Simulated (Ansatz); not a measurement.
## Electronic structure of ClF2HSi in real space

Input file:

```
crystal:
  periodic: [false, false, false]
  atoms:
    - { symbol: Si, position_ang: [0.0, 0.0, 0.0] }
    - { symbol: Cl, position_ang: [0.0, 0.0, 2.13] }
    - { symbol: F, position_ang: [1.4994, 0.0, -0.5295] }
    - { symbol: F, position_ang: [-0.7489, 1.2974, -0.5295] }
    - { symbol: H, position_ang: [-0.6877, -1.1914, -0.4862] }
basis:
  gaussian: { orbitals: def2-SVP }
hamiltonian:
  xc: pbe
relax:
  f_tol: 0.02
  max_steps: 40
output:
  orbitals: {}
```

Run with:

```sh
ansatz run input.yaml --threads 1 --pin off --max-ram 2048MiB --backend cpu --events-out ev --progress --plain --runs-dir out
```

The fields are those of the run's last geometry, not of the input's.

Level of theory: RKS PBE/def2-SVP in Ansatz.

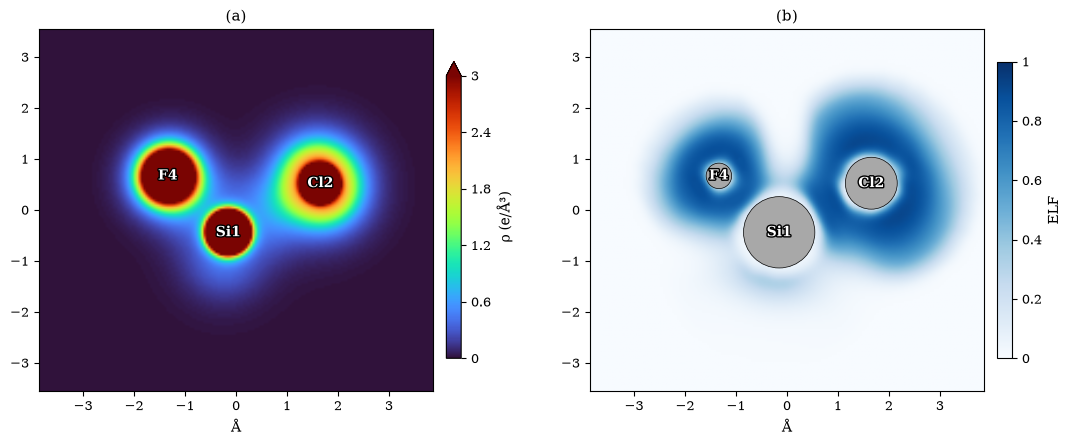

Figure 1. (a) electron density; (b) electron localisation function on the plane of atoms Cl2, Si1 and F4. Grey discs cover the atomic cores in the ELF map.

Read the bonding off the picture.

The plane passes through Si, Cl and F nuclei. Si–F (1.62 Å): ρ at the midpoint is about 1 e/Å³; the ELF peaks at about 0.85 in the valence shell of F, 0.6 Å from its nucleus, and is about 0.50 at the midpoint. Si–Cl (2.05 Å): the density is about 0.88 e/Å³ at the midpoint; the ELF peaks at about 0.90 between the atoms: a shared but strongly polarised pair. The ELF also peaks beside Cl2 and F4, away from the bonds: lone-pair regions.

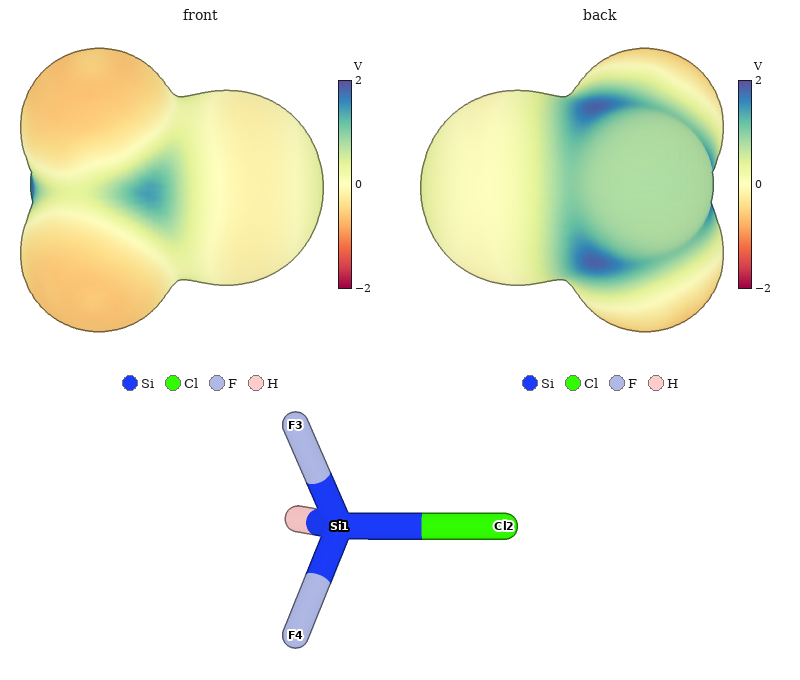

Figure 2. The electrostatic potential painted on the density surface at 0.002 e/bohr³, seen from the front and from behind; red is negative and blue positive. The bare structure is drawn below in the same view.

Describe the electrostatic potential map.

The most negative region (about −0.6 V, or −14 kcal/mol for a unit charge) lies over F3 and F4, the most positive (about +1.8 V, or +42 kcal/mol for a unit charge) over Si1.

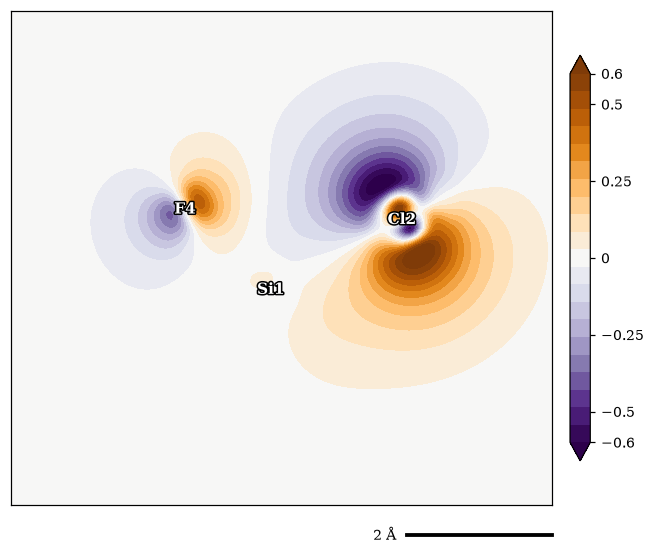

Figure 3. The HOMO−1 on the plane of atoms Cl2, Si1 and F4 (values in Å⁻³ᐟ²; the overall sign is arbitrary).

Describe this orbital and give its energy.

By Hirshfeld shares it lies mainly on Cl2 (about 85 %); largely a lone pair of Cl2. Its energy is −8.38 eV.
